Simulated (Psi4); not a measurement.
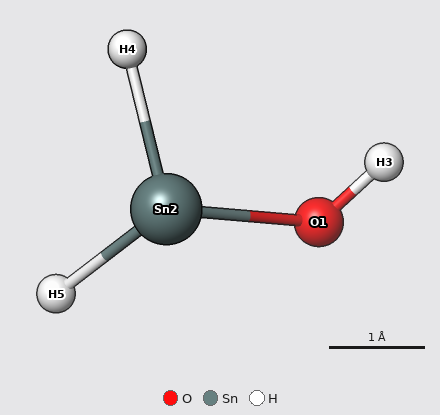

Fig. 1: The structure (ball-and-stick view, seen at a tilt; atoms are numbered from 1 in the order of the input). Sticks mark near contacts.

**Run report: SnH$_{3}$O, property calculation (part 1 of 2)**

The run: property calculation of SnH$_{3}$O, multiplicity 2, SMILES [OH][SnH2]. Method and program: TPSS/def2-QZVP, UKS, core potentials def2 (Psi4 1.11).

The geometry comes from this level: PBE0-D4/def2-TZVP.

Log
```
Psi4 1.11 release

   => Loading Basis Set <=

    Name: DEF2-QZVP
    Role: ORBITAL
    Keyword: BASIS

    !!!  WARNING: ECP capability is in beta. Please check occupations closely.  !!!

         ---------------------------------------------------------
                                   SCF
                              UKS Reference
                        1 Threads,   1525 MiB Core
         ---------------------------------------------------------

  ==> Geometry <==

    Molecular point group: c1
    Full point group: C1

    Geometry (in Bohr), charge = 0, multiplicity = 2:

       Center              X                  Y                   Z               Mass
    ------------   -----------------  -----------------  -----------------  -----------------
         O            1.022881401366    -1.733980534519     2.594618705774    15.994914619570
         SN          -0.116434478634     0.234547175481    -0.367338024226   119.902201630000
         H            0.382642191366    -3.431710484519     2.615972605774     1.007825032230
         H           -3.350322798634    -0.233160044519    -0.632655574226     1.007825032230
         H            0.586165691366     3.280029795481     0.540864345774     1.007825032230

  Running in c1 symmetry.

  Rotational constants: A =      2.67220  B =      0.27124  C =      0.25762 [cm^-1]
  Rotational constants: A =  80110.45090  B =   8131.61567  C =   7723.16887 [MHz]
  Nuclear repulsion =   73.023538395332906

  Charge       = 0
  Multiplicity = 2
  Electrons    = 33
  Nalpha       = 17
  Nbeta        = 16

  ==> Algorithm <==

  SCF Algorithm Type is DF.
  DIIS enabled.
  MOM disabled.
  Fractional occupation disabled.
  Guess Type is SAD.
  Energy threshold   = 1.00e-06
  Density threshold  = 1.00e-06
  Integral threshold = 1.00e-12

  ==> Primary Basis <==

  Basis Set: DEF2-QZVP
    Blend: DEF2-QZVP
    Number of shells: 69
    Number of basis functions: 229
    Number of Cartesian functions: 281
    Spherical Harmonics?: true
    Max angular momentum: 4

  Core potential: DEF2-QZVP
    Number of shells: 4
    Number of ECP primitives: 18
    Number of ECP core electrons: 28
    Max angular momentum: 3

  ==> DFT Potential <==

   => LibXC <=

    Version 7.1.2

   => Composite Functional: TPSS <=

    TPSS Meta-GGA XC Functional

    Deriv               =              1
    GGA                 =           TRUE
    Meta                =           TRUE

    Exchange Hybrid     =          FALSE
    MP2 Hybrid          =          FALSE

   => Exchange Functionals <=

    1.0000   XC_MGGA_X_TPSS

   => Correlation Functionals <=

    1.0000   XC_MGGA_C_TPSS

   => LibXC Density Thresholds  <==

    XC_MGGA_C_TPSS:  1.00E-15
    XC_MGGA_X_TPSS:  1.00E-15

   => Molecular Quadrature <=

    Radial Scheme          =       TREUTLER
    Pruning Scheme         =           NONE
    Nuclear Scheme         =       TREUTLER

    Blocking Scheme        =         OCTREE
    BS radius alpha        =              1
    Pruning alpha          =              1
    Radial Points          =             99
    Spherical Points       =            590
    Total Points           =         281280
    Total Blocks           =           2064
    Max Points             =            256
    Max Functions          =            226
    Weights Tolerance      =       1.00E-15

   => Loading Basis Set <=

    Name: (DEF2-QZVP AUX)
    Role: JKFIT
    Keyword: DF_BASIS_SCF

  ==> Integral Setup <==

  DFHelper Memory: AOs need 0.147 GiB; user supplied 0.147 GiB.
  SCF_SUBTYPE=INCORE selected. In-core MEM_DF algorithm will be used.
  Using in-core AOs.

  ==> MemDFJK: Density-Fitted J/K Matrices <==

    J tasked:                   Yes
    K tasked:                    No
    wK tasked:                   No
    Memory [MiB]:               150
    Algorithm:                 Core
    Schwarz Cutoff:           1E-12
    Mask sparsity (%):       2.8070
    Fitting Condition:        1E-10

   => Auxiliary Basis Set <=

  Basis Set: (DEF2-QZVP AUX)
    Blend: DEF2-UNIVERSAL-JKFIT
    Number of shells: 89
    Number of basis functions: 349
    Number of Cartesian functions: 462
    Spherical Harmonics?: true
    Max angular momentum: 5

  Cached 25.0% of DFT collocation blocks in 0.804 [GiB].

  Minimum eigenvalue in the overlap matrix is 3.1527186464E-04.
  Reciprocal condition number of the overlap matrix is 4.6610936742E-05.
    Using symmetric orthogonalization.

  ==> Pre-Iterations <==

  SCF Guess: Superposition of Atomic Densities via on-the-fly atomic UHF (no occupation information).

   -------------------------
    Irrep   Nso     Nmo
   -------------------------
     A        229     229
   -------------------------
    Total     229     229
   -------------------------

  ==> Iterations <==

                           Total Energy        Delta E     RMS |[F,P]|

   @DF-UKS iter SAD:  -289.83872927110963   -2.89839e+02   0.00000e+00
   @DF-UKS iter   1:  -290.78682491973007   -9.48096e-01   4.84234e-03 DIIS/ADIIS
   @DF-UKS iter   2:  -286.86663828770634    3.92019e+00   1.12192e-02 DIIS/ADIIS
   @DF-UKS iter   3:  -291.08166623723287   -4.21503e+00   2.80795e-03 DIIS/ADIIS
   @DF-UKS iter   4:  -291.25396690148506   -1.72301e-01   8.03139e-04 DIIS/ADIIS
   @DF-UKS iter   5:  -291.26087987116017   -6.91297e-03   2.66179e-04 DIIS/ADIIS
   @DF-UKS iter   6:  -291.26292521523840   -2.04534e-03   8.30612e-05 DIIS
   @DF-UKS iter   7:  -291.26305617292456   -1.30958e-04   3.04717e-05 DIIS
   @DF-UKS iter   8:  -291.26306957387402   -1.34009e-05   6.60355e-06 DIIS
   @DF-UKS iter   9:  -291.26307038755158   -8.13678e-07   9.93210e-07 DIIS
  Energy and wave function converged.

  ==> Post-Iterations <==

   Electrons on quadrature grid:
      Nalpha   =   16.9999999278 ; deviation = -7.223e-08
      Nbeta    =   15.9999999193 ; deviation = -8.066e-08
      Ntotal   =   32.9999998471 ; deviation = -1.529e-07

   @Spin Contamination Metric:   2.458013576E-03
   @S^2 Expected:                7.500000000E-01
   @S^2 Observed:                7.524580136E-01
   @S   Expected:                5.000000000E-01
   @S   Observed:                5.000000000E-01

    Orbital Energies [Eh]
    ---------------------

    Alpha Occupied:

       1A    -18.878960     2A     -4.929337     3A     -3.303403
       4A     -3.300629     5A     -3.298913     6A     -0.968786
       7A     -0.946939     8A     -0.946638     9A     -0.943900
      10A     -0.943471    11A     -0.888240    12A     -0.483252
      13A     -0.401398    14A     -0.315961    15A     -0.299172
      16A     -0.274645    17A     -0.191801

    Alpha Virtual:

      18A     -0.048288    19A     -0.005849    20A      0.007573
      21A      0.033704    22A      0.045477    23A      0.051483
      24A      0.066926    25A      0.094038    26A      0.117897
      27A      0.121316    28A      0.153949    29A      0.194752
      30A      0.216029    31A      0.223963    32A      0.251403
      33A      0.280224    34A      0.322000    35A      0.331234
      36A      0.365874    37A      0.370267    38A      0.379590
      39A      0.388143    40A      0.393625    41A      0.432443
      42A      0.470991    43A      0.490516    44A      0.504708
      45A      0.508119    46A      0.525511    47A      0.548571
      48A      0.556668    49A      0.573761    50A      0.590829
      51A      0.634566    52A      0.658495    53A      0.684270
      54A      0.765605    55A      0.775428    56A      0.794105
      57A      0.810700    58A      0.832748    59A      0.877124
      60A      0.962594    61A      1.011815    62A      1.036728
      63A      1.079491    64A      1.114168    65A      1.129311
      66A      1.138178    67A      1.144676    68A      1.164997
      69A      1.177621    70A      1.218662    71A      1.229181
      72A      1.272866    73A      1.282635    74A      1.298172
      75A      1.309260    76A      1.366229    77A      1.388400
      78A      1.427831    79A      1.457721    80A      1.483956
      81A      1.515413    82A      1.545354    83A      1.584827
      84A      1.602837    85A      1.618697    86A      1.649887
      87A      1.691117    88A      1.714346    89A      1.716763
      90A      1.741003    91A      1.820888    92A      1.870620
      93A      1.907158    94A      1.945695    95A      1.968740
      96A      2.021570    97A      2.076057    98A      2.112660
      99A      2.126343   100A      2.165576   101A      2.204701
     102A      2.221352   103A      2.238937   104A      2.285655
     105A      2.357312   106A      2.379884   107A      2.393983
     108A      2.506076   109A      2.520391   110A      2.559038
     111A      2.583413   112A      2.590364   113A      2.625796
     114A      2.632762   115A      2.646434   116A      2.682426
     117A      2.729187   118A      2.748128   119A      2.811212
     120A      2.850222   121A      2.971838   122A      3.041652
     123A      3.074905   124A      3.105117   125A      3.154054
     126A      3.204224   127A      3.299498   128A      3.348326
     129A      3.383946   130A      3.453393   131A      3.560325
     132A      3.667638   133A      3.718305   134A      3.845256
     135A      3.891747   136A      4.075661   137A      4.175959
     138A      4.290504   139A      4.343783   140A      4.395882
     141A      4.560197   142A      4.623736   143A      5.159586
     144A      5.449541   145A      5.705993   146A      5.759973
     147A      5.825858   148A      5.851545   149A      5.880189
     150A      5.901713   151A      5.919093   152A      5.924153
     153A      5.962617   154A      6.009456   155A      6.036561
     156A      6.096170   157A      6.111321   158A      6.220596
     159A      6.292530   160A      6.302110   161A      6.333569
     162A      6.417896   163A      6.445440   164A      6.602198
     165A      6.652142   166A      7.257999   167A      7.276693
     168A      7.361811   169A      7.466745   170A      7.794883
     171A      7.902982   172A      7.934547   173A      7.941512
     174A      7.947702   175A      7.971422   176A      8.018741
     177A      8.027987   178A      8.204420   179A      8.238387
     180A      8.249731   181A      8.279281   182A      8.376559
     183A      8.531287   184A      8.539476   185A      8.641924
     186A      8.657779   187A      8.681519   188A      8.695338
     189A      8.739879   190A      8.807606   191A      8.907723
     192A      8.957485   193A      9.043732   194A      9.061086
     195A      9.119395   196A      9.120335   197A      9.163128
     198A      9.198165   199A      9.261067   200A      9.297277
     201A      9.351526   202A      9.437873   203A      9.650507
     204A     10.270169   205A     10.280834   206A     10.466130
     207A     10.863288   208A     10.943990   209A     11.122305
     210A     11.150916   211A     11.289597   212A     11.294444
     213A     11.476074   214A     11.754336   215A     11.904225
     216A     12.055606   217A     12.241596   218A     12.345253
     219A     12.405470   220A     13.841473   221A     13.914880
     222A     13.975779   223A     16.761646   224A     34.526962
     225A     34.610594   226A     34.641424   227A     47.763337
     228A     72.511400   229A    254.804875

    Beta Occupied:

       1A    -18.875613     2A     -4.928004     3A     -3.300293
       4A     -3.299967     5A     -3.298476     6A     -0.965345
       7A     -0.943698     8A     -0.941889     9A     -0.940873
      10A     -0.940615    11A     -0.882501    12A     -0.472715
      13A     -0.392922    14A     -0.303884    15A     -0.283691
      16A     -0.266136

    Beta Virtual:
```
